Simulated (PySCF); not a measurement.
**Two runs on C2H10OSi2**

System: C2H10OSi2.
Method of run A: GIAO PBE0/pcSseg-1 NMR shielding, non-relativistic, gas phase (PySCF 2.14.0).

The geometry comes from this level: GFN2-xTB. Text and figures count atoms from 1; the logs count them from 0 in places.

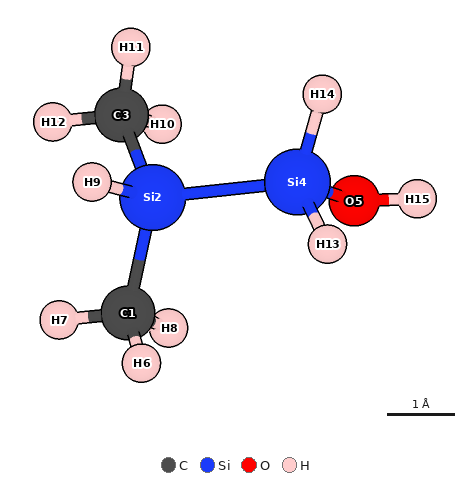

Fig. 1: The structure (ball-and-stick view, seen at a tilt; atoms are numbered from 1 in the order of the input).

## Input file, run A
```
{"job": {"kind": "nmr", "xc": "PBE0", "basis": "pcSseg-1", "pop": true, "grid": 1}, "charge": 0, "multiplicity": 1}
C      1.429064    -1.008833    -0.928278
Si     0.186470     0.403918    -0.615593
C      0.974967     1.593925     0.649929
Si    -1.879921    -0.366398     0.063768
O     -1.551242    -1.150208     1.458820
H      1.057449    -1.698997    -1.680158
H      2.388259    -0.633053    -1.274055
H      1.607314    -1.579489    -0.020944
H      0.053070     1.151004    -1.886817
H      1.135779     1.097840     1.603463
H      0.334837     2.452601     0.832071
H      1.936188     1.967902     0.307136
H     -2.551965    -1.307968    -0.846662
H     -2.894443     0.663549     0.341782
H     -2.230241    -1.577803     1.973625
```

The first line tells a small driver script what to run in PySCF; the rest is the geometry in Å.

Command:
```bash
OMP_NUM_THREADS=1 python <driver script> task.json out
```

Hardware: 1 CPU thread, shared host.

## Output (run A)
```
final grid: 53088 points
cycle   1  E = -735.8945281690  dE =  1.742e-01  |g| = 8.066e-01  |ddm| = 3.283e+00
cycle   2  E = -735.7362472303  dE =  1.583e-01  |g| = 1.201e+00  |ddm| = 1.775e+00
cycle   3  E = -736.0195272276  dE = -2.833e-01  |g| = 9.982e-02  |ddm| = 1.293e+00
cycle   4  E = -736.0213299319  dE = -1.803e-03  |g| = 3.990e-02  |ddm| = 1.109e-01
cycle   5  E = -736.0217063290  dE = -3.764e-04  |g| = 6.000e-03  |ddm| = 3.669e-02
cycle   6  E = -736.0217173735  dE = -1.104e-05  |g| = 1.080e-03  |ddm| = 9.358e-03
cycle   7  E = -736.0217176703  dE = -2.968e-07  |g| = 2.033e-04  |ddm| = 1.521e-03
cycle   8  E = -736.0217176782  dE = -7.914e-09  |g| = 4.202e-05  |ddm| = 2.660e-04
cycle   9  E = -736.0217176787  dE = -4.493e-10  |g| = 1.245e-05  |ddm| = 7.267e-05
converged SCF energy = -736.0217176787

GIAO shielding tensors (ppm)
atom      isotropic    diamagn.    paramagn.     s11        s22        s33       span
  0 C      192.424     253.246     -60.823    186.197    190.990    200.084     13.887
  1 Si     400.017     880.917    -480.901    369.645    392.667    437.738     68.093
  2 C      192.355     253.255     -60.900    186.097    190.926    200.042     13.945
  3 Si     373.936     878.844    -504.908    304.716    355.324    461.768    157.052
  4 O      346.586     388.962     -42.375    291.151    355.055    393.554    102.403
  5 H       31.535      30.582       0.953     26.653     28.462     39.490     12.837
  6 H       31.357      30.249       1.108     26.578     28.779     38.714     12.136
  7 H       31.293      31.728      -0.436     26.944     29.270     37.664     10.720
  8 H       27.670      29.909      -2.239     24.668     25.654     32.688      8.020
  9 H       31.281      31.722      -0.441     26.931     29.266     37.644     10.713
 10 H       31.526      30.577       0.949     26.650     28.452     39.477     12.826
 11 H       31.350      30.249       1.101     26.571     28.779     38.700     12.129
 12 H       26.230      28.837      -2.607     23.031     24.761     30.897      7.866
 13 H       26.229      28.838      -2.608     23.031     24.761     30.895      7.864
 14 H       31.369      30.334       1.035     22.538     25.224     46.345     23.807
```

Run B used a changed input.

## The two runs side by side

| quantity | run A | run B |
| --- | --- | --- |
| outcome | converged | converged |
| total energy (hartree) | −736.021718 | −736.021730 |
| HOMO (eV) | −7.90 | −7.90 |
| LUMO (eV) | −0.06 | −0.06 |
| dipole moment (D) | 0.81 | 0.81 |
| shielding of C1 (ppm) | 192.4 | 192.4 |
| shielding of Si2 (ppm) | 400.0 | 400.0 |
| shielding of C3 (ppm) | 192.4 | 192.4 |
| shielding of Si4 (ppm) | 373.9 | 373.9 |
| shielding of O5 (ppm) | 346.6 | 346.6 |
| shielding of H9 (ppm) | 27.7 | 27.7 |
| shielding of H14 (ppm) | 26.2 | 26.2 |
| SCF iterations | 9 | 13 |
| basis functions | 149 | 149 |
| wall time (shared host) | 15 s | 21 s |

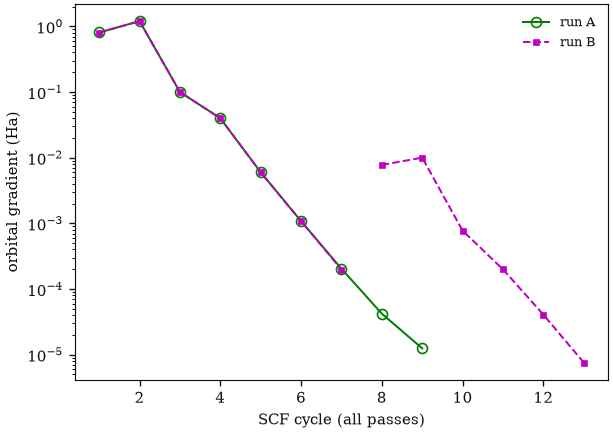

Fig. 2: Convergence of the two runs: orbital gradient against the SCF cycle. A break in a curve parts two SCF passes (coarse and final grid). Run A takes 9 cycles in all, and run B takes 13.

What was changed in the input?

The change (lines with − go, lines with + come):
```diff
-"pop": true
-"grid": 1
```

The energy of run B is 0.01 kcal/mol lower, which measures how much it depends on this numerical setting. No shielding changes by as much as 0.05 ppm. The SCF takes 13 iterations against 9.

## Output (run B)
```
coarse grid: 12712 points
cycle   1  E = -735.8569025867  dE =  1.750e-01  |g| = 8.058e-01  |ddm| = 3.284e+00
cycle   2  E = -735.6992408439  dE =  1.577e-01  |g| = 1.200e+00  |ddm| = 1.768e+00
cycle   3  E = -735.9821910646  dE = -2.830e-01  |g| = 1.002e-01  |ddm| = 1.285e+00
cycle   4  E = -735.9840051111  dE = -1.814e-03  |g| = 3.977e-02  |ddm| = 1.106e-01
cycle   5  E = -735.9843775784  dE = -3.725e-04  |g| = 5.974e-03  |ddm| = 3.658e-02
cycle   6  E = -735.9843885282  dE = -1.095e-05  |g| = 1.080e-03  |ddm| = 9.311e-03
cycle   7  E = -735.9843888243  dE = -2.961e-07  |g| = 1.974e-04  |ddm| = 1.512e-03
final grid: 111200 points
cycle   8  E = -736.0217166782  dE = -2.003e-05  |g| = 7.762e-03  |ddm| = 1.692e-02
cycle   9  E = -736.0217084287  dE =  8.250e-06  |g| = 1.000e-02  |ddm| = 1.356e-02
cycle  10  E = -736.0217298760  dE = -2.145e-05  |g| = 7.735e-04  |ddm| = 7.892e-03
cycle  11  E = -736.0217299769  dE = -1.009e-07  |g| = 1.987e-04  |ddm| = 7.450e-04
cycle  12  E = -736.0217299852  dE = -8.298e-09  |g| = 4.067e-05  |ddm| = 2.141e-04
cycle  13  E = -736.0217299856  dE = -3.906e-10  |g| = 7.567e-06  |ddm| = 5.210e-05
converged SCF energy = -736.0217299856

GIAO shielding tensors (ppm)
atom      isotropic    diamagn.    paramagn.     s11        s22        s33       span
  0 C      192.417     253.241     -60.824    186.194    190.981    200.076     13.882
  1 Si     400.009     880.918    -480.909    369.597    392.677    437.754     68.157
  2 C      192.353     253.254     -60.900    186.097    190.917    200.046     13.949
  3 Si     373.916     878.842    -504.926    304.708    355.308    461.731    157.023
  4 O      346.570     388.963     -42.393    291.157    355.037    393.516    102.359
  5 H       31.535      30.581       0.954     26.653     28.462     39.489     12.836
  6 H       31.357      30.250       1.107     26.578     28.779     38.714     12.136
  7 H       31.293      31.728      -0.435     26.944     29.271     37.664     10.719
  8 H       27.669      29.909      -2.240     24.667     25.653     32.687      8.020
  9 H       31.281      31.723      -0.441     26.932     29.267     37.645     10.713
 10 H       31.527      30.577       0.950     26.651     28.452     39.477     12.826
 11 H       31.350      30.249       1.101     26.571     28.779     38.700     12.129
 12 H       26.230      28.836      -2.605     23.032     24.761     30.898      7.866
 13 H       26.230      28.837      -2.607     23.033     24.761     30.896      7.863
 14 H       31.368      30.333       1.036     22.538     25.223     46.344     23.806
```
